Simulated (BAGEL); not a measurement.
**A workflow on SiHCl2OF (SMILES O[Si](F)(Cl)Cl)**

We compute a series of 15 runs (PBE0/def2-SVP, RI-MP2/def2-SVP) of Cl2FHOSi. 

The results are computed with BAGEL 1.2.2.

1 further run of the same task is left out (set aside as unsound or not needed).

## 1. Starting point

SiHCl2OF has 6 atoms, charge 0, and is taken as a singlet. SMILES: `O[Si](F)(Cl)Cl`. One bond was lengthened or shortened from a relaxed shape.

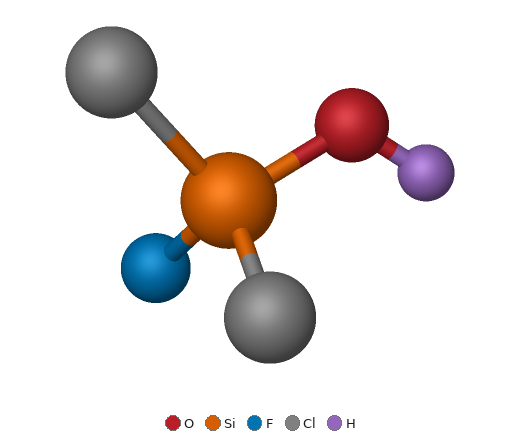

The structure, seen from a chosen angle (oxygen red, silicon orange, fluorine blue, chlorine grey, hydrogen purple).

## 2. A single-point energy at PBE0/def2-SVP (density fitting with svp-jkfit) (run 1)

File dft.json:

```json
{ "bagel" : [

{
  "title" : "molecule",
  "basis" : "svp",
  "df_basis" : "svp-jkfit",
  "geometry" : [
    { "atom" : "O", "xyz" : [    -1.28277822,     0.49276120,     1.81729859 ] },
    { "atom" : "Si", "xyz" : [     0.09143062,    -0.33928521,    -0.77143723 ] },
    { "atom" : "F", "xyz" : [     2.66845014,    -1.73787151,    -0.22001514 ] },
    { "atom" : "Cl", "xyz" : [    -1.74100468,    -2.40543238,    -2.49368259 ] },
    { "atom" : "Cl", "xyz" : [     0.84448648,     2.81750228,    -2.75016945 ] },
    { "atom" : "H", "xyz" : [    -2.11784819,    -0.77184352,     2.81129453 ] }
  ]
},

{
  "title" : "ks",
  "xc_func" : "pbe0"
},

{
  "title" : "print",
  "file" : "orbitals.molden",
  "orbitals" : true
}

]}
```

On the command line:

```sh
BAGEL_NUM_THREADS=1 BAGEL dft.json > dft.out
```

The program printed:

```text
* using 1 threads per process

  ===============================================================
  ===============================================================

  *** Geometry ***

  { "atom" : "O", "xyz" : [     -1.282778,      0.492761,      1.817299 ] },
  { "atom" : "Si", "xyz" : [      0.091431,     -0.339285,     -0.771437 ] },
  { "atom" : "F", "xyz" : [      2.668450,     -1.737872,     -0.220015 ] },
  { "atom" : "Cl", "xyz" : [     -1.741005,     -2.405432,     -2.493683 ] },
  { "atom" : "Cl", "xyz" : [      0.844486,      2.817502,     -2.750169 ] },
  { "atom" : "H", "xyz" : [     -2.117848,     -0.771844,      2.811295 ] },

  Number of auxiliary basis functions:      556

  Since a DF basis is specified, we compute 2- and 3-index integrals:
    o Being stored without compression. Storage requirement is 0.034 GB

  Number of basis functions:       87
  Number of electrons      :       66

    * METHOD: MOLECULE                             0.30

  *** Kohn-Sham DFT ***

    * Removing 11815 points whose weight is below 1.00e-10
    * Grid points: 77621

  === Nuclear Repulsion ===
   402.3060444179

       - DIIS with orbital gradients will be used.

  === KS iteration (pbe0 / svp) ===
      0      -1349.52700875          0.12496028           0.39
      1      -1311.09962924          0.19644632           0.38
      2      -1348.34746635          0.11051908           0.36
      3      -1361.85531764          0.13227307           0.37
      4      -1383.59246789          0.04185741           0.37
      5      -1381.39563901          0.04698828           0.37
      6      -1384.27023848          0.02227500           0.36
      7      -1384.43113786          0.01506220           0.36
      8      -1384.58358262          0.00420377           0.36
      9      -1384.58974205          0.00284797           0.36
     10      -1384.59476331          0.00068061           0.36
     11      -1384.59503973          0.00035589           0.36
     12      -1384.59513804          0.00014458           0.36
     13      -1384.59514941          0.00005885           0.36
     14      -1384.59515107          0.00000914           0.36
     15      -1384.59515111          0.00000471           0.36
     16      -1384.59515112          0.00000184           0.36
     17      -1384.59515112          0.00000067           0.36
     18      -1384.59515112          0.00000032           0.36
     19      -1384.59515112          0.00000008           0.36
     20      -1384.59515112          0.00000007           0.36
     21      -1384.59515112          0.00000001           0.36
    * SCF iteration converged.

    * Permanent dipole moment:
           (    0.765915,     0.695816,    -0.228184) a.u.

    * METHOD: KS                                   8.40

    * METHOD: PRINT                                0.02

  ===============================================================
```

Wall time 9 s (1 thread of Arm Neoverse V1, shared host); peak memory 0.38 GiB.

## 3. Bond 4-2 at 2.026 A: the energy at RI-MP2/def2-SVP (density fitting with svp-jkfit) (run 2)

File mp2.json:

```json
{ "bagel": [

{
  "title": "molecule",
  "basis": "svp",
  "df_basis": "svp-jkfit",
  "geometry": [
    { "atom": "O", "xyz": [ -0.95944419,  0.85733284,  2.12118734 ] },
    { "atom": "Si", "xyz": [  0.41476465,  0.02528643, -0.46754848 ] },
    { "atom": "F", "xyz": [  2.99178416, -1.37329988,  0.08387360 ] },
    { "atom": "Cl", "xyz": [ -1.74100468, -2.40543238, -2.49368259 ] },
    { "atom": "Cl", "xyz": [  1.16782051,  3.18207392, -2.44628070 ] },
    { "atom": "H", "xyz": [ -1.79451416, -0.40727188,  3.11518328 ] }
  ]
},
{ "title": "hf" },
{ "title": "mp2", "ncore": 17 }

]}
```

On the command line:

```sh
BAGEL_NUM_THREADS=1 BAGEL mp2.json > mp2.out
```

The program printed:

```text
* using 1 threads per process

  ===============================================================
  ===============================================================

  *** Geometry ***

  { "atom" : "O", "xyz" : [     -0.959444,      0.857333,      2.121187 ] },
  { "atom" : "Si", "xyz" : [      0.414765,      0.025286,     -0.467548 ] },
  { "atom" : "F", "xyz" : [      2.991784,     -1.373300,      0.083874 ] },
  { "atom" : "Cl", "xyz" : [     -1.741005,     -2.405432,     -2.493683 ] },
  { "atom" : "Cl", "xyz" : [      1.167821,      3.182074,     -2.446281 ] },
  { "atom" : "H", "xyz" : [     -1.794514,     -0.407272,      3.115183 ] },

  Number of auxiliary basis functions:      556

  Since a DF basis is specified, we compute 2- and 3-index integrals:
    o Being stored without compression. Storage requirement is 0.034 GB

  Number of basis functions:       87
  Number of electrons      :       66

    * METHOD: MOLECULE                             0.30

  *** RHF ***

  === Nuclear Repulsion ===
   382.5488186725

      * DIIS with orbital gradients will be used.

  === RHF iteration (svp) ===
      0      -1382.28532870          0.01985557           0.12
      1      -1382.43244880          0.01260842           0.11
      2      -1382.51391850          0.00077365           0.11
      3      -1382.51449399          0.00022592           0.11
      4      -1382.51453714          0.00005699           0.11
      5      -1382.51453981          0.00001277           0.11
      6      -1382.51454001          0.00000459           0.11
      7      -1382.51454003          0.00000139           0.11
      8      -1382.51454003          0.00000043           0.11
      9      -1382.51454003          0.00000011           0.12
     10      -1382.51454003          0.00000004           0.12
     11      -1382.51454003          0.00000001           0.12
     12      -1382.51454003          0.00000000           0.12
    * SCF iteration converged.

    * Permanent dipole moment:
           (    0.526516,     0.348707,    -0.482478) a.u.

    * METHOD: HF                                   1.71

  *** RHF ***

  === Nuclear Repulsion ===
   382.5488186725

      * DIIS with orbital gradients will be used.

  === RHF iteration (svp) ===
      0      -1382.51454003          0.00000000           0.12
    * SCF iteration converged.

    * Permanent dipole moment:
           (    0.526516,     0.348707,    -0.482478) a.u.

  === DF-MP2 calculation ===

    * freezing 17 orbitals
    * 3-index integral transformation done
    * assembly done

      MP2 correlation energy:   -0.7215531213      0.05

      MP2 total energy:       -1383.2360931558

    * METHOD: MP2                                  0.30

  ===============================================================
```

Wall time 2.5 s (1 thread of Arm Neoverse V1, shared host); peak memory 0.15 GiB.

Runs 3 to 7 aren't shown in full; the table further down has their settings and results.

## 4. Bond 4-2 at 3.242 A: the energy at RI-MP2/def2-SVP (density fitting with svp-jkfit) (run 8)

File mp2.json:

```json
{ "bagel" : [

{
  "title" : "molecule",
  "basis" : "svp",
  "df_basis" : "svp-jkfit",
  "angstrom" : false,
  "geometry" : [
    { "atom" : "O", "xyz" : [  0.33410169,  2.31586126,  3.33695020 ] },
    { "atom" : "Si", "xyz" : [  1.70831053,  1.48381484,  0.74821438 ] },
    { "atom" : "F", "xyz" : [  4.28533004,  0.08522854,  1.29963647 ] },
    { "atom" : "Cl", "xyz" : [ -1.74100468, -2.40543238, -2.49368259 ] },
    { "atom" : "Cl", "xyz" : [  2.46136639,  4.64060233, -1.23051784 ] },
    { "atom" : "H", "xyz" : [ -0.50096829,  1.05125653,  4.33094614 ] }
  ]
},
{
  "title" : "hf"
},
{
  "title" : "mp2",
  "ncore" : 17
}

]}
```

On the command line:

```sh
BAGEL_NUM_THREADS=1 BAGEL mp2.json > mp2.out
```

The program printed:

```text
* using 1 threads per process

  ===============================================================
  ===============================================================

  *** Geometry ***

  { "atom" : "O", "xyz" : [      0.334102,      2.315861,      3.336950 ] },
  { "atom" : "Si", "xyz" : [      1.708311,      1.483815,      0.748214 ] },
  { "atom" : "F", "xyz" : [      4.285330,      0.085229,      1.299636 ] },
  { "atom" : "Cl", "xyz" : [     -1.741005,     -2.405432,     -2.493683 ] },
  { "atom" : "Cl", "xyz" : [      2.461366,      4.640602,     -1.230518 ] },
  { "atom" : "H", "xyz" : [     -0.500968,      1.051257,      4.330946 ] },

  Number of auxiliary basis functions:      556

  Since a DF basis is specified, we compute 2- and 3-index integrals:
    o Being stored without compression. Storage requirement is 0.034 GB

  Number of basis functions:       87
  Number of electrons      :       66

    * METHOD: MOLECULE                             0.30

  *** RHF ***

  === Nuclear Repulsion ===
   333.5497580592

      * DIIS with orbital gradients will be used.

  === RHF iteration (svp) ===
      0      -1382.06791497          0.02056247           0.13
      1      -1382.24959106          0.01414016           0.12
      2      -1382.36377633          0.00087372           0.12
      3      -1382.36515526          0.00022893           0.12
      4      -1382.36529201          0.00008112           0.12
      5      -1382.36530574          0.00003207           0.12
      6      -1382.36530807          0.00001307           0.12
      7      -1382.36530835          0.00000304           0.13
      8      -1382.36530837          0.00000130           0.12
      9      -1382.36530837          0.00000055           0.13
     10      -1382.36530837          0.00000026           0.12
     11      -1382.36530837          0.00000015           0.11
     12      -1382.36530837          0.00000007           0.12
     13      -1382.36530837          0.00000002           0.12
     14      -1382.36530837          0.00000001           0.11
     15      -1382.36530837          0.00000000           0.12
    * SCF iteration converged.

    * Permanent dipole moment:
           (   -0.625943,    -1.099598,    -1.541801) a.u.

    * METHOD: HF                                   2.15

  *** RHF ***

  === Nuclear Repulsion ===
   333.5497580592

      * DIIS with orbital gradients will be used.

  === RHF iteration (svp) ===
      0      -1382.36530837          0.00000000           0.11
    * SCF iteration converged.

    * Permanent dipole moment:
           (   -0.625943,    -1.099597,    -1.541801) a.u.

  === DF-MP2 calculation ===

    * freezing 17 orbitals
    * 3-index integral transformation done
    * assembly done

      MP2 correlation energy:   -0.7320221255      0.05

      MP2 total energy:       -1383.0973304969

    * METHOD: MP2                                  0.29

  ===============================================================
```

Wall time 2.9 s (1 thread of Arm Neoverse V1, shared host); peak memory 0.15 GiB.

Runs 9 to 14 aren't shown in full; the table further down has their settings and results.

## 5. Bond 4-2 at 5.673 A: a single-point energy at PBE0/def2-SVP (density fitting with svp-jkfit) (run 15)

File input.json:

```json
{ "bagel" : [

{
  "title" : "molecule",
  "basis" : "svp",
  "df_basis" : "svp-jkfit",
  "angstrom" : false,
  "geometry" : [
    { "atom" : "O", "xyz" : [     2.92097991,     5.23267621,     5.76827183 ] },
    { "atom" : "Si", "xyz" : [     4.29518874,     4.40062979,     3.17953601 ] },
    { "atom" : "F", "xyz" : [     6.87220826,     3.00204349,     3.73095810 ] },
    { "atom" : "Cl", "xyz" : [    -1.74100468,    -2.40543238,    -2.49368259 ] },
    { "atom" : "Cl", "xyz" : [     5.04824460,     7.55741728,     1.20080379 ] },
    { "atom" : "H", "xyz" : [     2.08590993,     3.96807148,     6.76226777 ] }
  ]
},

{ "title" : "ks", "xc_func" : "pbe0" },

{ "title" : "print", "file" : "orbitals.molden", "orbitals" : true }

]}
```

On the command line:

```sh
BAGEL_NUM_THREADS=1 BAGEL input.json > input.out
```

The program printed:

```text
* using 1 threads per process

  ===============================================================
  ===============================================================

  *** Geometry ***

  { "atom" : "O", "xyz" : [      2.920980,      5.232676,      5.768272 ] },
  { "atom" : "Si", "xyz" : [      4.295189,      4.400630,      3.179536 ] },
  { "atom" : "F", "xyz" : [      6.872208,      3.002043,      3.730958 ] },
  { "atom" : "Cl", "xyz" : [     -1.741005,     -2.405432,     -2.493683 ] },
  { "atom" : "Cl", "xyz" : [      5.048245,      7.557417,      1.200804 ] },
  { "atom" : "H", "xyz" : [      2.085910,      3.968071,      6.762268 ] },

  Number of auxiliary basis functions:      556

  Since a DF basis is specified, we compute 2- and 3-index integrals:
    o Being stored without compression. Storage requirement is 0.034 GB

  Number of basis functions:       87
  Number of electrons      :       66

    * METHOD: MOLECULE                             0.29

  *** Kohn-Sham DFT ***

    * Removing 9009 points whose weight is below 1.00e-10
    * Grid points: 80427

  === Nuclear Repulsion ===
   290.4876534259

       - DIIS with orbital gradients will be used.

  === KS iteration (pbe0 / svp) ===
      0      -1336.73442955          0.13760684           0.42
      1      -1226.80845548          0.09153466           0.39
      2      -1147.15640313          0.17392328           0.38
      3      -1352.12408451          0.10813412           0.36
      4      -1356.48527325          0.09969327           0.36
      5      -1357.03874862          0.09829895           0.36
      6      -1357.35886485          0.09600625           0.36
      7      -1243.96534102          0.14391800           0.39
      8      -1383.71354065          0.02140238           0.39
      9      -1384.10563782          0.01845097           0.39
     10      -1384.26867091          0.00695364           0.39
     11      -1383.89161297          0.00945153           0.39
     12      -1384.26852639          0.00652231           0.39
     13      -1384.28747950          0.00557782           0.39
     14      -1383.92138337          0.00831992           0.39
     15      -1384.30676704          0.00441726           0.37
     16      -1383.88369861          0.00934884           0.37
     17      -1383.88899277          0.00919131           0.38
     18      -1384.31010354          0.00435266           0.38
     19      -1384.30983395          0.00430721           0.38
     20      -1384.31927056          0.00416665           0.38
     21      -1384.31838081          0.00424900           0.38
     22      -1384.32026844          0.00422201           0.38
     23      -1375.28996224          0.03052321           0.38
     24      -1383.88150838          0.00943486           0.38
     25      -1383.92673101          0.00868003           0.38
     26      -1384.42685693          0.00165535           0.39
[... 60 lines of this table left out ...]
     87      -1384.43225718          0.00000012           0.38
     88      -1384.43225718          0.00000010           0.38
     89      -1384.43225718          0.00000010           0.37
     90      -1384.43225718          0.00000010           0.37
     91      -1384.43225718          0.00000013           0.36
     92      -1384.43225718          0.00000008           0.36
     93      -1384.43225718          0.00000007           0.36
     94      -1384.43225718          0.00000006           0.36
     95      -1384.43225718          0.00000009           0.39
     96      -1384.43225718          0.00000009           0.39
     97      -1384.43225718          0.00000005           0.39
     98      -1384.43225718          0.00000004           0.39
     99      -1384.43225718          0.00000004           0.39
    * Max iteration reached in SCF.

    * Permanent dipole moment:
           (   -1.282306,    -1.805677,    -2.172868) a.u.

    * METHOD: KS                                  38.35

    * METHOD: PRINT                                0.02

  ===============================================================
```

It took 39 s on 1 thread of Arm Neoverse V1, shared host; peak memory 0.39 GiB.

No converged result was reached.

## 6. The series

```csv
run,level,frozen core orbitals,partner,energy (Eh),wall time
1,PBE0/def2-SVP (density fitting with svp-jkfit),–,bond 4-2 at 1.722 A,-1384.595151,9 s
2,RI-MP2/def2-SVP (density fitting with svp-jkfit),17,bond 4-2 at 2.026 A,-1383.236093,2.5 s
3,PBE0/def2-SVP (density fitting with svp-jkfit),–,bond 4-2 at 2.026 A,-1384.659293,8.4 s
4,RI-MP2/def2-SVP (density fitting with svp-jkfit),17,bond 4-2 at 2.330 A,-1383.213833,2.5 s
5,PBE0/def2-SVP (density fitting with svp-jkfit),–,bond 4-2 at 2.330 A,-1384.638332,8.7 s
6,RI-MP2/def2-SVP (density fitting with svp-jkfit),17,bond 4-2 at 2.735 A,-1383.158305,2.6 s
7,PBE0/def2-SVP (density fitting with svp-jkfit),–,bond 4-2 at 2.735 A,-1384.586008,9.3 s
8,RI-MP2/def2-SVP (density fitting with svp-jkfit),17,bond 4-2 at 3.242 A,-1383.097330,2.9 s
9,PBE0/def2-SVP (density fitting with svp-jkfit),–,bond 4-2 at 3.242 A,-1384.528950,11 s
10,RI-MP2/def2-SVP (density fitting with svp-jkfit),17,bond 4-2 at 3.850 A,-1383.047247,3.3 s
11,PBE0/def2-SVP (density fitting with svp-jkfit),–,bond 4-2 at 3.850 A,-1384.481864,13 s
12,RI-MP2/def2-SVP (density fitting with svp-jkfit),17,bond 4-2 at 4.660 A,-1383.018496,4.2 s
13,PBE0/def2-SVP (density fitting with svp-jkfit),–,bond 4-2 at 4.660 A,-1384.448417,20 s
14,RI-MP2/def2-SVP (density fitting with svp-jkfit),17,bond 4-2 at 5.673 A,-1383.023818,6 s
15,PBE0/def2-SVP (density fitting with svp-jkfit),–,bond 4-2 at 5.673 A,not converged,39 s
```

## 7. What came out

| quantity | value |
| --- | --- |
| bond 4-2 at 5.673 A, run 14: total energy | -1383.02382 Eh |
| bond 4-2 at 5.673 A, run 14: correlation energy (17 core orbitals frozen) | -802.9 mEh |

**Reading.** In runs 10, 11, 12, 13, 14 a closed-shell determinant meets a far-stretched bond, which it describes badly. All runs together took 2.4 min, the longest 39 s. 1 of the 15 runs did not end normally.
